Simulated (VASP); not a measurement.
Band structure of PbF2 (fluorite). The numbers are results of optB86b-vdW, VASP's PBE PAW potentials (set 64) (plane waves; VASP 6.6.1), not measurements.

Unless said otherwise, spin-orbit coupling is left out, though it shifts the bands of the heavy elements here.

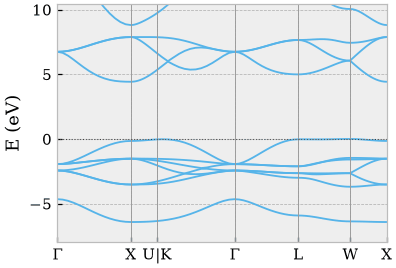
Figure: Bands along high-symmetry lines, zero at the valence-band maximum or, without a gap, the Fermi level

Task: Read the plot: is there a gap, and where are the band edges?

Result: The gap is indirect, 4.42 eV, from the valence maximum at W to the conduction minimum at X. (Edges off the drawn lines would not show.)

The compound is PbF2 in the fluorite structure, the β form. It was relaxed first.
